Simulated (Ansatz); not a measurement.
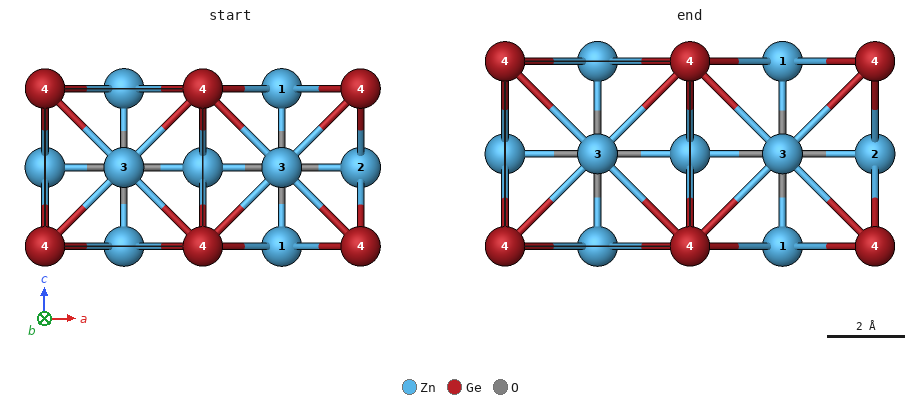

The structure of crystalline Zn3GeO (a generated structure, set up in Pm-3m) before (left) and after (right) a relaxation, at one scale.

A ball-and-stick model of the cell of the calculation, repeated 2 × 1 × 1 with one cell outlined, seen along the b axis.

The calculation used Ansatz, DFT PBEsol, scalar-relativistic, plane waves, PAW; settings changed.

Input
```yaml
crystal:
  lattice:
    - [4.1515308258, 0.0, 0.0]
    - [0.0, 4.1515308258, 0.0]
    - [0.0, 0.0, 4.1515308258]
  atoms:
    - { symbol: Zn, position: [0.5, 0.5, 0.0] }
    - { symbol: Zn, position: [0.0, 0.5, 0.5] }
    - { symbol: Zn, position: [0.5, 0.0, 0.5] }
    - { symbol: Ge, position: [0.0, 0.0, 0.0] }
    - { symbol: O, position: [0.5, 0.5, 0.5] }
basis:
  ecutwfc: 420
kpoints:
  mp_grid: { grid: [8, 8, 8] }
hamiltonian:
  xc: pbesol
scf:
  occupations: { method: fermi_dirac, width: 2.0 }
  max_iter: 75
output:
  forces: true
  eigenvalues: true
  stress: true
relax:
  adjacent_minimum: "off"
  f_tol: 0.001
  max_steps: 60
  cell: { stress_tol: 0.01 }
```

Launched with:
```bash
ansatz run input.yaml --threads 1 --pin off --max-ram 3072MiB --backend cpu --events-out ev --progress --plain --runs-dir out
```

**Summarise the run.**

The run was cut off at its time limit before the relaxation converged, so the last structure is only a point on the way. The input was poor on purpose: a smearing of electronvolts. After 7 accepted moves (8 points after the start) the energy has fallen by 1.731 eV per cell of the calculation. All forces vanish by symmetry, so only the cell relaxes. The pressure goes from 21.28 to 0.29 GPa. At 1 point the geometry stayed and the basis and grid were re-selected for the new cell (energy shift of 0.205 eV per cell of the calculation at most each time). No atom moves by more than 0.005 Å relative to the cell. The drawn cell changes as follows: a = b = c 4.152 → 4.867 Å (+17.2 %); the volume changes by +61.1 %. Among the contacts that change: Zn1–Ge4 2.936 → 3.442 Å, Zn1–O5 2.076 → 2.434 Å. The space group stays Pm-3m (No. 221). The run took 96 s on 1 thread of Arm Neoverse V2 (shared host), peak memory 0.48 GiB.
